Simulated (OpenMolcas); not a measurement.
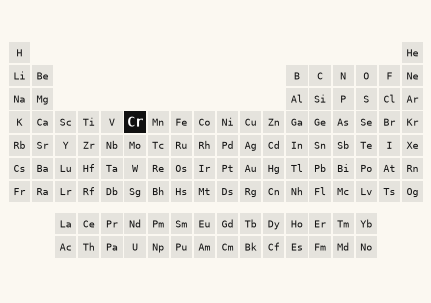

*The place of chromium in the periodic table.*

Multiconfigurational calculation for Cr³⁺

Cr³⁺. Level asked for: state-averaged CASSCF, active space 3 electrons in the shell 3d, basis ANO-R3, X2C scalar Hamiltonian, spin-orbit coupling by RASSI with atomic mean-field integrals (OpenMolcas).

## The input
```
&GATEWAY
Coord
1

Cr 0.0 0.0 0.0
Basis=ANO-R3
Group=XYZ
NoMove
AngMom=0.0 0.0 0.0
AMFI
&SEWARD
&RASSCF
FileOrb=start.orb
Symmetry=1
Spin=4
nElAct=3 0 0
Inactive=3 6
Ras2=5 0
CIRoot=10 10 1
SDav=10
CIMx=300
Iter=61 100
PrWF=0.3
OrbListing=Nothing
MaxOrb=0
Atom
>>> COPY $Project.JobIph JOB001
```

The file start.orb holds starting orbitals from an earlier step.

Hardware: 1 CPU thread, shared host.

Command:
```bash
OMP_NUM_THREADS=1 MOLCAS_MEM=2252 MOLCAS_PROJECT=a pymolcas a.inp > a.log  # once for each step of the input, in one work folder
```

## The program's output (extracts)
```
--- SEWARD ---
Basis set label: CR.ANO-R...7S5P5D3F1G.

      Electronic valence basis set:
      ------------------
      Associated Effective Charge  24.000000 au
      Associated Actual Charge     24.000000 au
      Nuclear Model: Finite nucleus - Gaussian distribution
        Gaussian exponent, Xi/bohr**(-2):  3.08426E+08

      Shell  nPrim  nBasis  Cartesian Spherical Contaminant
         s      20       7        X
         p      12       5        X
         d       9       5                 X
         f       5       3                 X
         g       4       1                 X
                  Relativistic X2C integrals
                  Atomic mean-field integrals
--- RASSCF ---

 Nr of active orbitals     NAC=   5
 Spin degeneracy         ISPIN=   4
 There can be no such wave function.
 ************************************************
--- Stop Module: rasscf at  /rc=_RC_INPUT_ERROR_ ---
.####################.
.# User input error #.
.####################.
```

## Outcome

```tsv
quantity	value
outcome	refused by the program
```

## What went wrong

One thing in this input was made wrong on purpose: misspelt keyword. The program refused the input; the driver noted: RASSCF spin 4: _RC_INPUT_ERROR_.
